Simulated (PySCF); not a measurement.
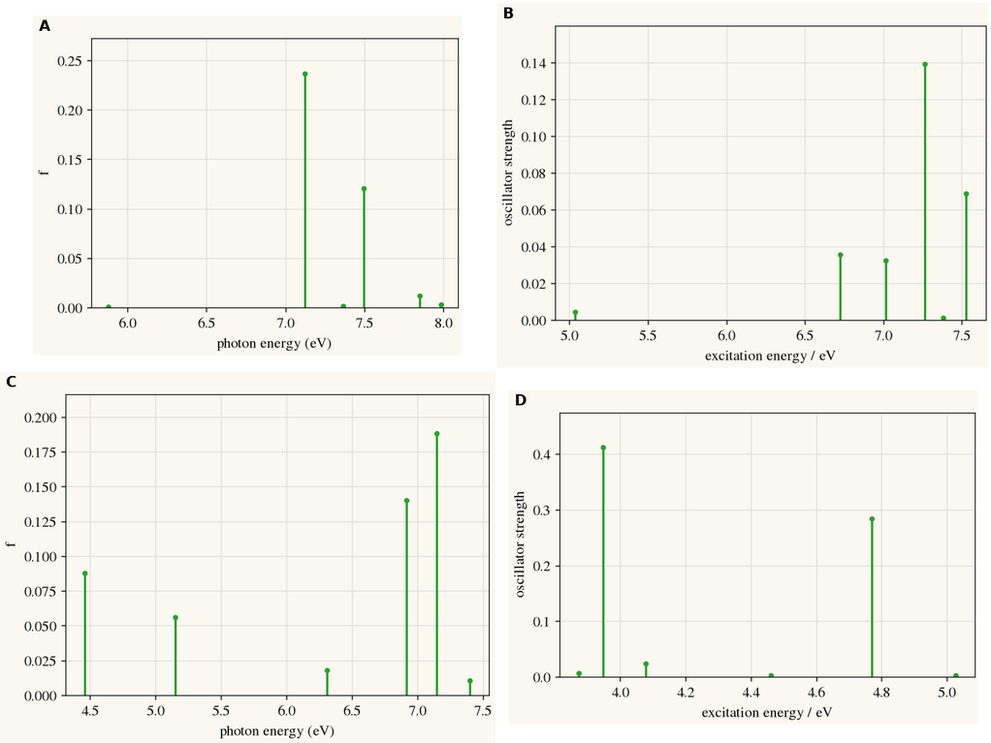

Vertical TDDFT excitations, CAM-B3LYP/def2-SVPD (IEF-PCM acetonitrile) in PySCF, at a PBE0-D3(BJ)/def2-SVP geometry (no frequency check). Each panel shows the lowest singlet states that were computed.

Which panel belongs to which molecule?
1. C₇H₈P₂, SMILES C=Cc1ccpc(C)p1
2. C₃H₉NO₂Si₂, SMILES NC(=O)[Si@H]1CC[SiH2]O1
3. C₃H₁₁GeNOSi, SMILES CC(=O)N[SiH2][CH2][GeH3], singlet
4. C₃H₇NOSi, SMILES C=NC(=C)O[SiH3]

A: 3 (S1 at 5.88 eV, brightest at 7.12 eV)
B: 2 (S1 at 5.03 eV, brightest at 7.26 eV)
C: 4 (S1 at 4.46 eV, brightest at 7.15 eV)
D: 1 (S1 at 3.87 eV, brightest at 3.95 eV)

Caveats, for all or some of the runs: core orbitals are frozen in the response; one conformer of a flexible molecule.
